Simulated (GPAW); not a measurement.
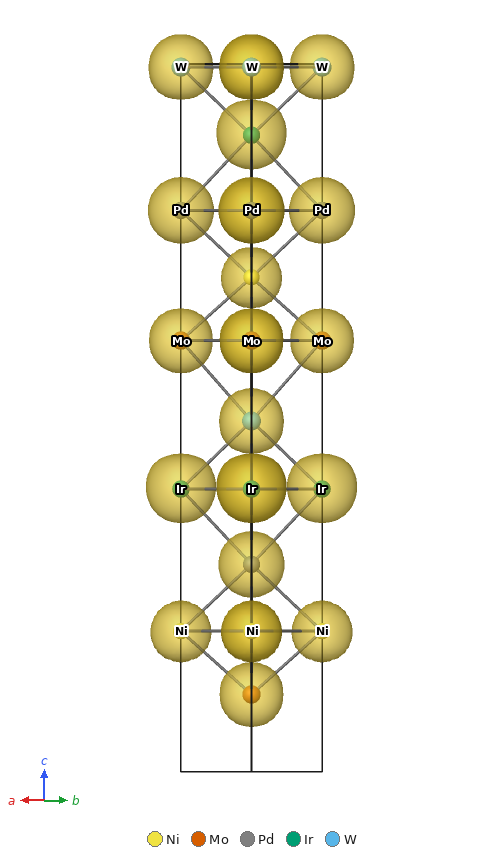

*NiMoIrPdW. Isosurface of the valence pseudo-density at 0.8 e/Å³ (yellow), seen along [110]. Sticks mark near contacts.*

Space group I4mm; a generated structure, not necessarily the stable one; spin-polarised.

These are results of Kohn-Sham DFT of a periodic cell, PBE, GPAW PAW data sets (gpaw-data 1.2.1) in GPAW, not measurements.

```yaml
crystal:
  lattice:
    - [2.74008, 0.00000, 0.00000]
    - [0.00000, 2.74008, 0.00000]
    - [0.00000, 0.00000, 19.43294]
  atoms:
    - { symbol: Ni, position: [0.00000, 0.00000, 0.19862] }
    - { symbol: Ni, position: [0.50000, 0.50000, 0.69862] }
    - { symbol: Mo, position: [0.00000, 0.00000, 0.60922] }
    - { symbol: Mo, position: [0.50000, 0.50000, 0.10922] }
    - { symbol: Pd, position: [0.00000, 0.00000, 0.79310] }
    - { symbol: Pd, position: [0.50000, 0.50000, 0.29310] }
    - { symbol: Ir, position: [0.00000, 0.00000, 0.39944] }
    - { symbol: Ir, position: [0.50000, 0.50000, 0.89944] }
    - { symbol: W, position: [0.00000, 0.00000, 0.99565] }
    - { symbol: W, position: [0.50000, 0.50000, 0.49565] }
```

How is the density connected at this value?

At this value the density breaks into separate islands; it holds about 70 % of the electrons treated as valence. It bridges none of the near contacts. It is pinched off along the sampled Ni–Mo (2.60 Å), Ni–Pd (2.67 Å), Ir–W (2.69 Å) and Ni–Ni (2.74 Å) contacts. On the grid the lowest density along these lines, outside the cores, is 0.36 e/Å³ (Ni–Mo, 2.60 Å), 0.28 e/Å³ (Ni–Pd, 2.67 Å), 0.47 e/Å³ (Ir–W, 2.69 Å) and 0.24 e/Å³ (Ni–Ni, 2.74 Å).
